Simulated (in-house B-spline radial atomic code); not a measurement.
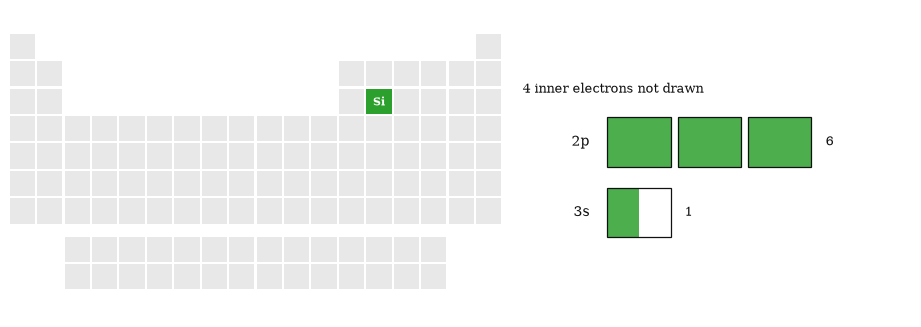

Fig. 1: Left, the place of silicon in the periodic table; right, the outer shells as the input fills them: a box for each of the 2l + 1 orbitals, shaded by the share of the shell that is filled, with the electron count at the right.

RPA and GW calculation for Si³⁺

System: Si³⁺, configuration [Ne] 3s1, inside a hard wall of radius 5 bohr.
Method: RPA, second-order and SOSEX correlation energies and G0W0 (contour deformation) on a non-relativistic mean field, all electrons, B-spline basis (in-house B-spline radial atomic code).

### The input
```
Z = 14
electrons = 11.0
configuration = [Ne] 3s1
hamiltonian = nr
method = pbe0
lmax = 9
wall_radius = 5
spin_polarised = True
box_radius = 5
intervals = 44
```

Launched within a batch (the task file carries these settings):
```bash
python <driver script> task.json out
```

The program writes its results to a structured record and prints no log; tables and figures of this report are taken from that record.

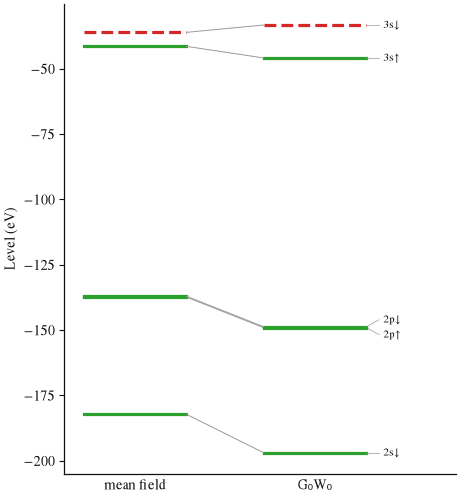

Fig. 2: Mean-field and G₀W₀ levels (solid occupied, dashed empty) for Si³⁺ ([Ne] 3s). All-electron spherical atom, non-relativistic, PBE0 start, no spin-orbit coupling, Breit or QED terms; computed with a B-spline radial code, inside a hard wall of radius 5 bohr. The quasi-particle equation is solved at full frequency; levels of low quasi-particle weight Z are left out. Σ columns are in eV, and Σc holds an estimate for the angular momenta beyond the basis. G₀W₀ moves the highest occupied level, 3s↑, from −41.47 to −45.89 eV (renormalisation factor Z = 0.97). The empty level 3s↓ goes from −36.10 to −33.30 eV.

```csv
Level,Mean field (eV),Σx − vxc (eV),Σc (eV),Z,G₀W₀ (eV)
3s↓,−36.10,4.77,−1.97,0.94,−33.30
3s↑,−41.47,−3.20,−1.22,0.97,−45.89
2p↓,−137.07,−14.82,3.15,0.92,−148.74
2p↑,−137.41,−14.89,3.19,0.92,−149.11
2s↓,−182.27,−20.76,6.08,0.88,−196.95
```

### Key numbers

```
                                                                   quantity                      value
                                                                    outcome                  converged
                                                    mean-field total energy         −287.13004 hartree
                                     total energy with exact exchange alone         −286.81611 hartree
                                                      exact exchange energy          −19.49311 hartree
RPA correlation, extrapolated in the angular momentum of the empty orbitals           −0.63492 hartree
                                                 RPA correlation, as summed           −0.63175 hartree
                                                   direct second-order term           −0.70652 hartree
                                                 second-order exchange term            0.26371 hartree
                                                                 SOSEX term            0.24266 hartree
                                                                   hardware  1 CPU thread, shared host
                                                                  wall time                      1.5 s
```

### Notes

Limits: relativity is absent.
